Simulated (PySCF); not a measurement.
# C2H3BCl2O: the cost of one run

Programs: PySCF 2.14.0, with density-fitted response routines of our own. Each step states its level of theory. These are calculated values for one molecule in the gas phase, unless marked as measured. Atoms are numbered from 0 throughout.

## Step 1: The starting structure

9 atoms, charge 0, multiplicity 1; geometry from: GFN2-xTB. The atoms were then displaced at random by about 0.01 Å, so the start is not that level's minimum.

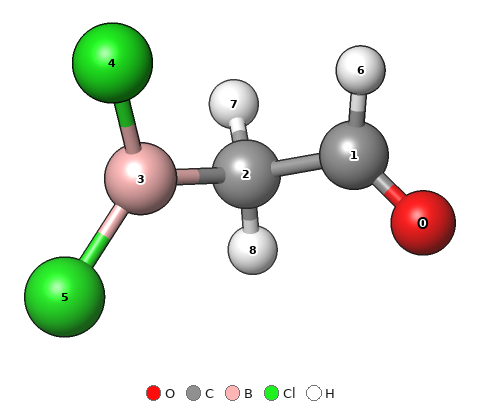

As it starts; oxygen red, carbon grey, boron pink, chlorine green, hydrogen white, atoms numbered.

## Step 2: Relaxing the molecule at PBE0-D3(BJ)/def2-SVP

The job: settings as JSON, then the geometry in Å.

```
{"job": {"xc": "PBE0", "basis": "def2-SVP", "d3": "d3bj", "grid": 1, "shake": 0.01, "kind": "geom"}, "charge": 0, "multiplicity": 1}
O     -1.472470     1.702540    -0.050380
C     -1.010520     0.747200     0.429640
C     -0.403420    -0.383310    -0.359350
B      1.236100    -0.379380    -0.157610
Cl     1.865170    -0.615390     1.402160
Cl     2.245550    -0.121750    -1.483360
H     -0.948350     0.605580     1.527030
H     -0.789470    -1.302290     0.037860
H     -0.664780    -0.270350    -1.379730
```

Run with:

```console
$ OMP_NUM_THREADS=1 python probes_run.py task.json out
```

The driver reads the jobs from task.json and runs them one after another.

**Question.** How long does this first job take on 1 thread of Arm Neoverse N1, shared host, and how much memory does it need?

About 2.1 min, with a peak of 0.45 GiB.
